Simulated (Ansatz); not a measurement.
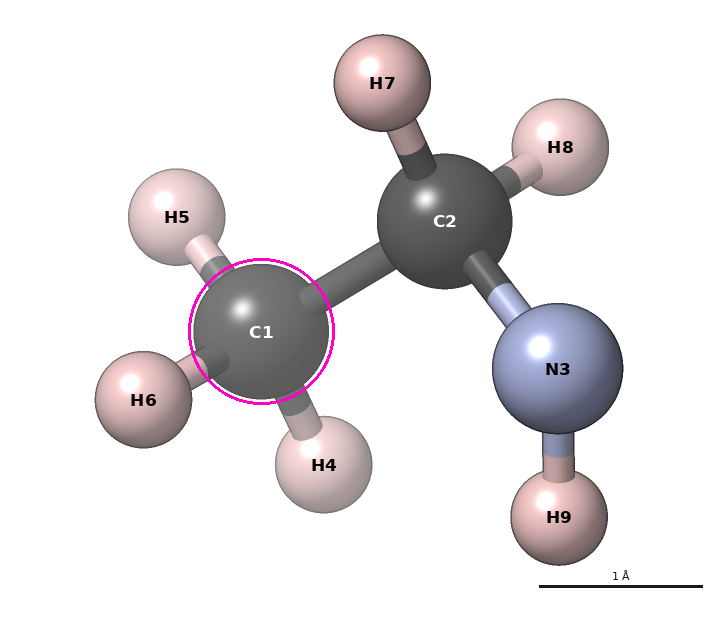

The picture comes from a calculation with Ansatz.

Orthographic view. Atoms fade into the background with distance from the viewer. State: neutral, doublet. Geometry: moved along internal coordinates away from the minimum.

Question: Name the neighbours of the circled atom.

Answer: The circled atom is C1; it is bonded to C2, H4, H5, H6.

Question: What is the shortest path along bonds from the circled atom to H9?

Answer: C1–C2–N3–H9, 3 bonds; through space the two are 2.44 Å apart.

Question: Of C2 and H8, which is nearer the viewer?

Answer: C2; the bond to H8 points away from the viewer, so it looks shorter than its 1.10 Å.
